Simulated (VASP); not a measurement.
Band structure of Sr2SiS4 (space group P2_1/m). Level of theory: r2SCAN meta-GGA, VASP's PBE PAW potentials (set 64) (plane waves; VASP 6.6.1).

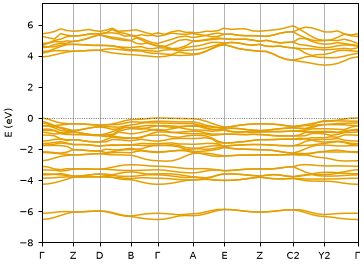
*Bands along high-symmetry lines, zero at the valence-band maximum or, without a gap, the Fermi level*

Problem. Read the plot: is there a gap, and where are the band edges?

Solution. The gap is indirect, 3.40 eV, from the valence maximum at Γ to the conduction minimum at Y2.

The structure comes from a computed database's Sr2SiS4 entry (P2_1/m); how it stands against other phases isn't given here. It was relaxed first.
